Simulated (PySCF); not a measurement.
SMILES CCc1ccc(OC)s1 (C7H10OS), GFN2-xTB optimised geometry. Atoms within 1.6 Å of the plane z = 0.0 Å (x, y, z in Å): C1 (-2.24, -3.00, 1.41), C2 (-1.58, -2.86, 0.04), C3 (-0.64, -1.71, 0.00), C4 (0.72, -1.71, 0.00), C5 (1.30, -0.42, 0.00), C6 (0.36, 0.57, 0.01), O7 (0.62, 1.90, 0.01), C8 (-0.49, 2.76, 0.00), S9 (-1.25, -0.08, 0.01), H10 (-2.92, -3.85, 1.41), H13 (-2.35, -2.73, -0.73), H14 (-1.02, -3.77, -0.20), H15 (1.30, -2.61, -0.01), H16 (2.35, -0.22, 0.00), H17 (-1.10, 2.60, -0.89), H18 (-0.09, 3.77, 0.00), H19 (-1.11, 2.61, 0.89).

Method: PBE0/def2-SVP in PySCF 2.14.0. Cells within 0.4 Å of a nucleus heavier than hydrogen are left out (blank, or x).

Map of the Laplacian of the electron density (e/bohr⁵), clipped to [-1.50, 1.50] on the plane z = 0.0 Å:

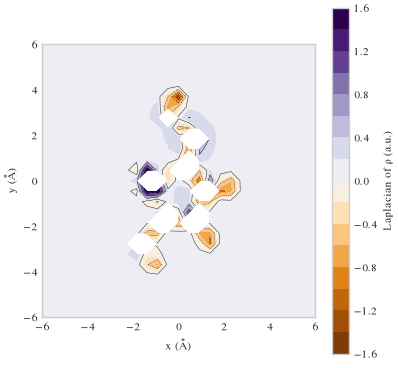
*Laplacian of the electron density (e/bohr⁵), clipped to [-1.50, 1.50] on the plane z = 0.0 Å.*
